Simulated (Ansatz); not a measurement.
Consider AlH12O6 (charge +3).

| atom | x (Å) | y (Å) | z (Å) |
| --- | --- | --- | --- |
| Al | -0.0006 | 0.0011 | 0.0003 |
| O | -0.0585 | 0.0618 | 1.9306 |
| H | -0.1048 | 0.8641 | 2.4920 |
| H | -0.0460 | -0.7061 | 2.5399 |
| O | 0.0556 | -0.0720 | -1.9297 |
| H | 0.0953 | -0.8810 | -2.4820 |
| H | 0.0487 | 0.6890 | -2.5474 |
| O | 1.9296 | 0.0773 | 0.0536 |
| H | 2.4915 | 0.1372 | 0.8546 |
| H | 2.5376 | 0.0646 | -0.7152 |
| O | -1.9306 | -0.0677 | -0.0557 |
| H | -2.5394 | -0.0703 | 0.7124 |
| H | -2.4922 | -0.1039 | -0.8584 |
| O | -0.0696 | 1.9306 | -0.0677 |
| H | 0.6949 | 2.5440 | -0.0736 |
| H | -0.8755 | 2.4877 | -0.1026 |
| O | 0.0726 | -1.9289 | 0.0696 |
| H | -0.6895 | -2.5454 | 0.0656 |
| H | 0.8807 | -2.4822 | 0.1136 |

Geometry: B3LYP-D4/def2-SVP.

Level of theory: RKS PBE0-D4/def2-TZVP in Ansatz 0.2.0.

### What can the converged electron density and electron localisation function tell about the bonding?

Al–O (1.93 Å): ρ at the midpoint is about 0.51 e/Å³; the ELF peaks at about 0.90 between the atoms.
O–H (0.98 Å): ρ at the midpoint is about 3.7 e/Å³; the ELF climbs to about 1 towards the hydrogen, as it does in any bond to H; an ordinary covalent bond to hydrogen.

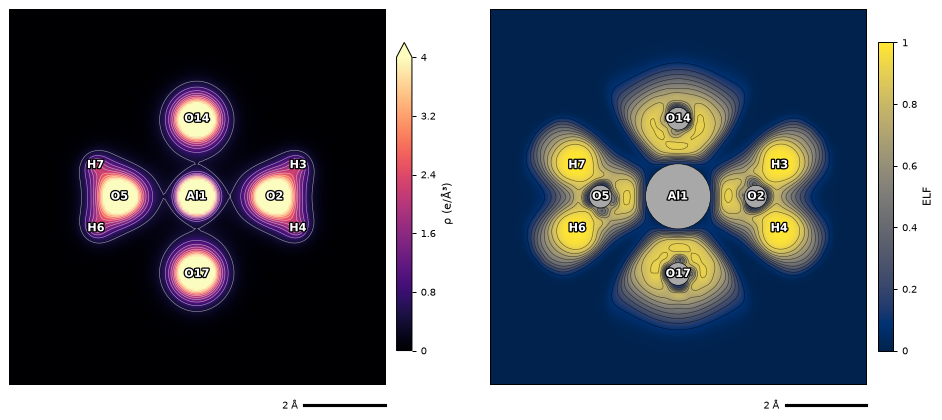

Computed electron density and electron localisation function on the plane of atoms Al1, O5 and H7, in this order. Grey discs cover the atomic cores in the ELF map. 
